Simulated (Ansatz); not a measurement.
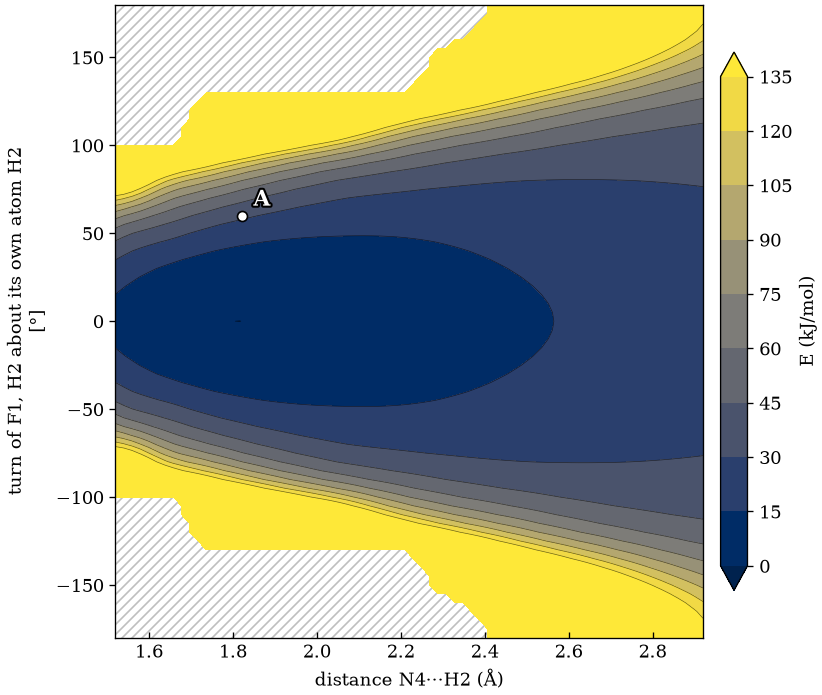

The pair FH···CHN. The turn is about an axis along (0.31, −0.95, 0.05) in the frame of the relaxed pair, normal to the line between the partners. The first coordinate is: distance N4···H2; the second: turn of F1, H2 about its own atom H2. Grid: 13 × 12 points; 115 points were computed and 10 follow by symmetry. At 31 points there is no value (left out of the scan, as a rule where atoms come close). Points are written as (first, second). All energies are given in kJ/mol relative to the lowest grid point. The calculation used RKS wB97X-V/def2-SVPD in Ansatz.

Drawn: filled contours, one colour for all values above the top of the scale, hatched blanks where no value was computed, the point A. Between grid points the surface is interpolated.

Is A at rest? If not, where is it pushed?

A, at (1.821 Å, 60°), is not a stationary point. The computed force is 78 kJ/mol for each Å towards larger values of distance N4···H2 and 1.4 kJ/mol for each degree towards smaller values of the second coordinate.
